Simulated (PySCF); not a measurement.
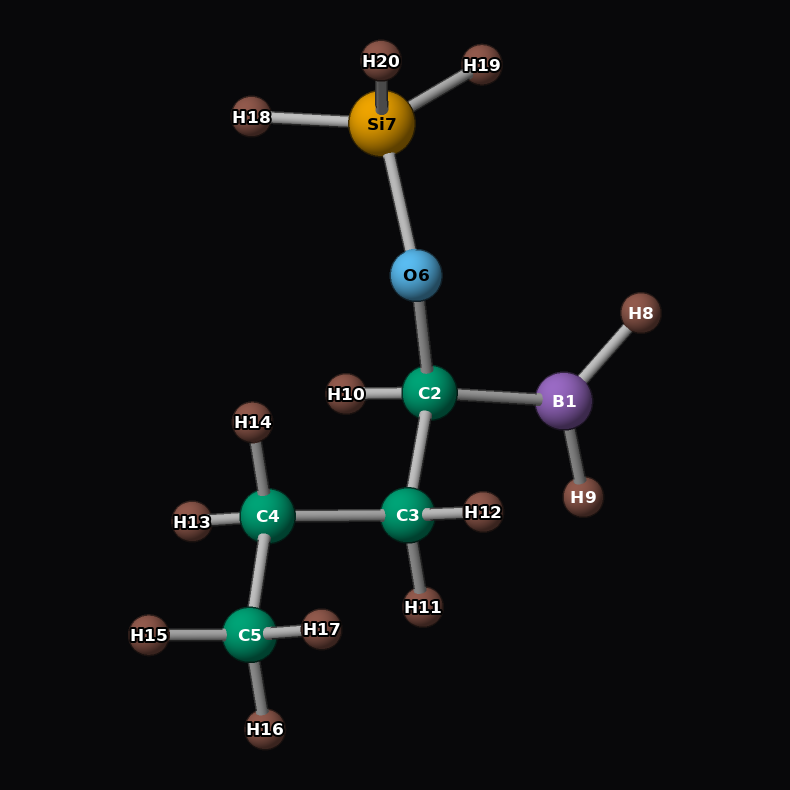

The questions are on isotropic NMR shieldings of the C atoms. The computed structure is the end point of a GFN2-xTB optimisation. No frequency run is at hand to confirm it as a minimum. Level of theory: GIAO PBE0/pcSseg-1 NMR shielding, non-relativistic, gas phase (PySCF 2.14.0).

Give the isotropic NMR shieldings of the C atoms atom by atom.

```csv
atom,σ (ppm)
C2,100.6
C3,149.9
C4,160.1
C5,170.2
```

The geometry is semi-empirical. Around B, Si such bond lengths and angles can be off by a tenth of an ångström or more and by several degrees, and values that hang on the shape move with them.
